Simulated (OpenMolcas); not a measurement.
# One shape, several levels: doublet CH7BNP+

Wanted: a comparison of 6 runs (UHF/STO-3G, UB3LYP/6-31G*, U-revPBE/def2-SVP, UBLYP/def2-SVP, UTPSS/def2-SVP, ROMP2/def2-SVP) of doublet CH7BNP+. 

The calculation is run with OpenMolcas 26.06.

### 1 The system as given

CH7BNP+: 11 atoms, total charge +1, spin state doublet. As SMILES of the parent species, `CB(N)P`. The coordinates come from a PBE0-D4/def2-TZVP relaxation. This is one conformer, not always the lowest. That shape belongs to the parent species and isn't relaxed for this state.

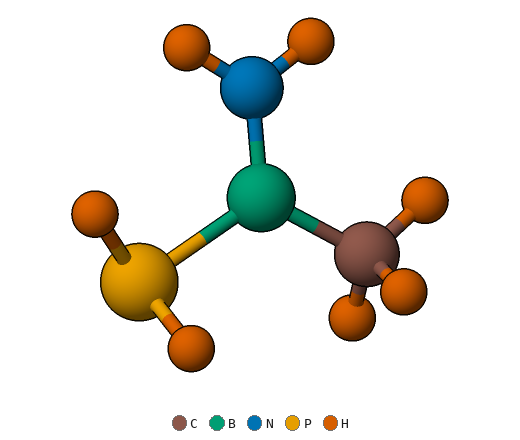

The structure, seen from a chosen angle (carbon brown, boron teal, nitrogen blue, phosphorus amber, hydrogen orange).

### 2 A single-point energy at UHF/STO-3G (run 1)

calc.inp

```
* CH7BNP Hartree-Fock

&GATEWAY
  BasLib = $CurrDir
  Coord
  11
  angstrom
  C       -1.093200       0.922600      -0.128000
  B        0.002900      -0.179800       0.111900
  N        0.427100      -0.495900       1.401400
  P        0.670900      -1.204900      -1.389100
  H       -1.903500       0.553200      -0.763700
  H       -1.537000       1.299300       0.798300
  H       -0.659600       1.776600      -0.659200
  H        1.134100      -1.179200       1.611000
  H        0.043300      -0.049800       2.218400
  H        2.007200      -1.393300      -0.948800
  H        0.973300      -0.105700      -2.231400
  Basis = STO-3G
  Group = NoSym

&SEWARD

&SCF
  UHF
  Charge = 1
  Spin = 2
  Thresholds = 1e-10 1e-07 1e-07 1e-05
  PrOrbitals = 1 1
```

The basis set STO-3G is read from a file made from the Basis Set Exchange's data (not shown).

Run with:

```
$ export MOLCAS_MEM=1860
$ pymolcas calc.inp > calc.log
```

Log:

```text
--- Start Module: gateway ---
[...]
--- Stop Module: gateway /rc=_RC_ALL_IS_WELL_ ---
--- Start Module: seward ---
[...]
      Basis functions           31
--- Stop Module: seward /rc=_RC_ALL_IS_WELL_ ---
[...]
--- Start Module: scf ---
[...]
       Convergence after  22 Iterations
[...]
::    Total SCF energy                               -456.3501023495
[...]
      Total spin, S                                     0.5027219949
[...]
      Total electronic charge=   39.000000
      Total            charge=    1.000000
[...]
      Dipole Moment (debye):
      Origin of the operator (angstrom)=    0.1830   -0.4566   -0.3156
                   X=  2.2688E+00               Y= -2.2648E+00               Z= -1.6117E+00           Total=  3.5881E+00
      Center of Charge (angstrom)
[...]
--- Stop Module: scf /rc=_RC_ALL_IS_WELL_ ---
[...]
```

Run time: 3.9 s. Hardware: 1 thread of AMD EPYC 7R43 (Zen 3), shared host; peak memory 0.37 GiB.

### 3 A single-point energy at UB3LYP/6-31G(d) (spherical functions) (run 2)

geom.xyz

```xyz
11

C     -1.093200     0.922600    -0.128000
B      0.002900    -0.179800     0.111900
N      0.427100    -0.495900     1.401400
P      0.670900    -1.204900    -1.389100
H     -1.903500     0.553200    -0.763700
H     -1.537000     1.299300     0.798300
H     -0.659600     1.776600    -0.659200
H      1.134100    -1.179200     1.611000
H      0.043300    -0.049800     2.218400
H      2.007200    -1.393300    -0.948800
H      0.973300    -0.105700    -2.231400
```

job.input

```
* CH7BNP Kohn-Sham DFT
&gateway
baslib=$CurrDir
coord=geom.xyz
basis=6-31Gs
group=NoSym
&seward
gridinput
Grid=UltraFine
End of Grid
&scf
uhf
charge=1
spin=2
ksdft=B3LYP
thresholds=1e-10 1e-07 1e-07 1e-05
prorbitals=1 1
```

The basis set 6-31G* is read from a file made from the Basis Set Exchange's data (not shown).

Run with:

```
$ export MOLCAS_MEM=1860
$ pymolcas job.input > job.log
```

Log:

```text
--- Start Module: gateway ---
[...]
--- Stop Module: gateway /rc=_RC_ALL_IS_WELL_ ---
--- Start Module: seward ---
[...]
      Basis functions           74
--- Stop Module: seward /rc=_RC_ALL_IS_WELL_ ---
[...]
--- Start Module: scf ---
[...]
       Convergence after  25 Iterations
[...]
::    Total KS-DFT energy                            -462.9937606297
[...]
      Total spin, S                                     0.5030231749
[...]
      Total electronic charge=   39.000000
      Total            charge=    1.000000
[...]
      Dipole Moment (debye):
      Origin of the operator (angstrom)=    0.1830   -0.4566   -0.3156
                   X=  1.5840E+00               Y= -1.0376E+00               Z=  3.1471E-01           Total=  1.9196E+00
      Center of Charge (angstrom)
[...]
--- Stop Module: scf /rc=_RC_ALL_IS_WELL_ ---
[...]
```

Run time: 77 s. Hardware: 1 thread of AMD EPYC 7R43 (Zen 3), shared host; peak memory 0.43 GiB.

Runs 3 to 5 aren't shown in full; the table further down has their settings and results.

### 4 A single-point energy at ROMP2/def2-SVP (run 6)

mol.input

```
&GATEWAY
BasLib=$CurrDir
Coord
11
angstrom
C       -1.093200       0.922600      -0.128000
B        0.002900      -0.179800       0.111900
N        0.427100      -0.495900       1.401400
P        0.670900      -1.204900      -1.389100
H       -1.903500       0.553200      -0.763700
H       -1.537000       1.299300       0.798300
H       -0.659600       1.776600      -0.659200
H        1.134100      -1.179200       1.611000
H        0.043300      -0.049800       2.218400
H        2.007200      -1.393300      -0.948800
H        0.973300      -0.105700      -2.231400
Basis=def2-SVP
Group=NoSym
&SEWARD
&SCF
UHF
Charge=1
Spin=2
Thresholds=1e-10 1e-07 1e-07 1e-05
PrOrbitals=1 1
&RASSCF
FileOrb=$Project.UnaOrb
Spin=2
Nactel=1 0 0
Inactive=19
Ras2=1
OutOrbitals=Canonical
OrbListing=Few
&CASPT2
IPEA=0.0
Frozen=8
```

The basis set def2-SVP is read from a file made from the Basis Set Exchange's data (not shown).

Run with:

```
$ export MOLCAS_MEM=1860
$ pymolcas mol.input > mol.log
```

Log:

```text
--- Start Module: gateway ---
[...]
--- Stop Module: gateway /rc=_RC_ALL_IS_WELL_ ---
[...]
      Basis functions           95
[...]
       Convergence after  23 Iterations
[...]
::    Total SCF energy                               -461.3765652590
[...]
      Total spin, S                                     0.5047099816
[...]
--- Start Module: rasscf ---
[...]
      Number of active orbitals                  1
[...]
      Spin quantum number                      0.5
[...]
      Active orbitals                            1
[...]
      Number of CSFs                             1
[...]
      Number of root(s) required                 1
[...]
      Convergence after 12 iterations
[...]
      printout of CI-coefficients larger than  0.05 for root  1
      energy=    -461.373621
      conf/sym  1     Coeff  Weight
             1  u   1.00000 1.00000
      Natural orbitals and occupation numbers for root  1
      sym 1:   1.000000
      ************************************************************************************************************************
      *                                                    Final results                                                     *
[...]
::    RASSCF root number  1 Total energy:   -461.37362057
[...]
      Total electronic charge=   39.000000
      Total            charge=    1.000000
[...]
      Dipole Moment (debye):
      Origin of the operator (angstrom)=    0.1830   -0.4566   -0.3156
                   X=  1.9177E+00               Y= -1.7847E+00               Z= -1.1426E+00           Total=  2.8580E+00
      Center of Charge (angstrom)
[...]
--- Stop Module: rasscf /rc=_RC_ALL_IS_WELL_ ---
[...]
--- Start Module: caspt2 ---
[...]
 ###    WARNING: User changed nr of frozen orbitals.                         ###
 ###############################################################################
[...]
      E2 (Variational):          -0.5077043547
      Total energy:            -461.8813249273
[...]
      Reference weight:           0.84391
[...]
::    CASPT2 Root  1     Total energy:   -461.88132493
[...]
--- Stop Module: caspt2 /rc=_RC_ALL_IS_WELL_ ---
[...]
```

Run time: 35 s. Hardware: 1 thread of AMD EPYC 7R43 (Zen 3), shared host; peak memory 0.52 GiB.

### 5 All runs side by side

```csv
run,level,integration grid,frozen core orbitals,energy (Eh),HOMO energy (eV),LUMO energy (eV),⟨S²⟩,wall time
1,UHF/STO-3G,–,–,-456.350102,-15.34,-4.82,0.755,3.9 s
2,UB3LYP/6-31G* (spherical functions),UltraFine,–,-462.993761,-13.35,-11.32,0.756,77 s
3,U-revPBE/def2-SVP,UltraFine,–,-462.705791,-12.55,-11.80,0.754,2.3 min
4,UBLYP/def2-SVP,UltraFine,–,-462.735125,-12.46,-11.78,0.753,99 s
5,UTPSS/def2-SVP,UltraFine,–,-462.855902,-12.63,-11.80,0.756,2.7 min
6,ROMP2/def2-SVP,–,8,-461.881325,–,–,–,35 s
```

### 6 Results

```
           quantity          value
run 6: total energy  -461.88132 Eh
```

Totals of different functionals can't be ranked against each other. In run 1 the basis is minimal, so the values are rough. All runs together took 8.5 min, the longest 2.7 min.
